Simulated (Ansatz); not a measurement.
**SiH3 (silyl radical) at UBLYP/cc-pVTZ**

Aim: the electronic atomisation energy of SiH3 (silyl radical) at UBLYP/cc-pVTZ, from 3 runs. 

Program for the calculation: Ansatz 0.2.0.

30 further runs of the same task are left out: 30 set aside as unsound or not needed.

### Step 1. The structure to begin with

SiH3: 4 atoms, total charge 0, spin state doublet. As SMILES, `[SiH3]`. The coordinates come from a PBE0-D4/def2-TZVP relaxation.

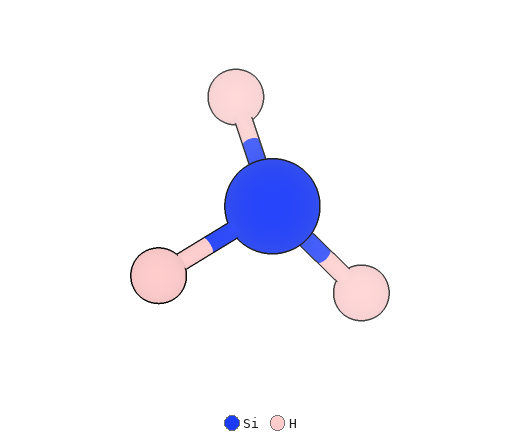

The structure, seen from a chosen angle (silicon blue, hydrogen pink).

### Step 2. The energy at UBLYP/cc-pVTZ

Contents of input.yaml:

```yaml
crystal:
  periodic: [false, false, false]
  atoms:
    - symbol: Si
      position_ang: [0.293780, -0.026900, -0.164030]
    - symbol: H
      position_ang: [0.559150, 0.665300, 1.123900]
    - symbol: H
      position_ang: [-0.224040, -1.401650, 0.060130]
    - symbol: H
      position_ang: [-0.628890, 0.763250, -1.019990]
basis:
  gaussian:
    orbitals: cc-pVTZ
magnetization:
  spin_polarized: true
  initial_magnetization: 1
hamiltonian:
  xc: {name: BLYP}
accuracy: high
output:
  orbitals: {seedname: orbitals}
```

On the command line:

```sh
$ ansatz run input.yaml --threads 1 --pin off --max-ram 3480MiB --events-out events.jsonl --progress --plain --runs-dir runs
```

The program printed:

```text
Warning: RAYON_NUM_THREADS=1 ignored (pool sized by the plan → 1); use --threads N
Functional definition: BLYP
  name "BLYP"
  parameter beta = 0.0042
  parameter a = 0.04918
  parameter b = 0.132
  parameter c = 0.2533
  parameter d = 0.349
  exchange = b88_x(beta = beta)
  correlation = lyp_c(a = a, b = b, c = c, d = d)
1241 factors; integrals over basis functions are off by at most 3.3e-9 eV
mean field evaluation 1: about -7923.8572 eV, gradient 1.0e1 eV
mean field evaluation 2: about -7924.4802 eV, gradient 5.8e0 eV
mean field evaluation 4: about -7924.7696 eV, gradient 9.9e-2 eV
mean field evaluation 8: about -7924.7655 eV, gradient 1.2e-3 eV
mean field evaluation 16: about -7924.7655 eV, gradient 4.7e-7 eV
mean field -7924.76548434 eV, -291.2297599507 hartree, gradient 1.8e-8 eV, S^2 0.751771; 0 other end points of the search recorded, 0 dependent functions left out
reference -7924.76552868 eV, -291.2297615800 hartree; 9, 8 occupied and 67, 68 virtual orbitals, 1241 factors
Total energy: -7924.76552868 eV, -291.2297615800 hartree
```

It took 2.8 s on 1 thread of Arm Neoverse V2, shared host; peak memory 0.17 GiB.

### Step 3. The H atom

Contents of job.yaml:

```yaml
crystal:
  periodic: [false, false, false]
  atoms:
    - symbol: H
      position_ang: [0.000000, 0.000000, 0.000000]
basis:
  gaussian:
    orbitals: cc-pVTZ
magnetization:
  spin_polarized: true
  initial_magnetization: 1
hamiltonian:
  xc: {name: BLYP}
accuracy: high
```

Run the same way, it converges to -0.49756 Eh (log not shown).

### Step 4. The Si atom, same level

Contents of run.yaml:

```yaml
crystal:
  periodic: [false, false, false]
  atoms:
    - {symbol: Si, position_ang: [0.000000, 0.000000, 0.000000]}
basis:
  gaussian: {orbitals: cc-pVTZ}
magnetization: {spin_polarized: true, initial_magnetization: 2}
hamiltonian: {xc: {name: BLYP}}
accuracy: high
```

Run the same way, it converges to -289.38089 Eh (log not shown).

### Step 5. What came out

At UBLYP/cc-pVTZ:

| quantity | value |
| --- | --- |
| molecule: total energy | -291.22976 Eh |
| molecule: HOMO energy (highest over α and β) | -5.07 eV |
| molecule: LUMO energy (lowest over α and β) | -3.53 eV |
| molecule: ⟨S²⟩ | 0.752 |
| H atom: total energy | -0.49756 Eh |
| H atom: ⟨S²⟩ | 0.750 |
| Si atom: total energy | -289.38089 Eh |
| Si atom: ⟨S²⟩ | 2.003 |
| electronic atomisation energy | 9.693 eV |

What this shows: Taking the molecule apart into free atoms costs 9.69 eV (224 kcal/mol), before zero-point energy and without spin-orbit coupling.
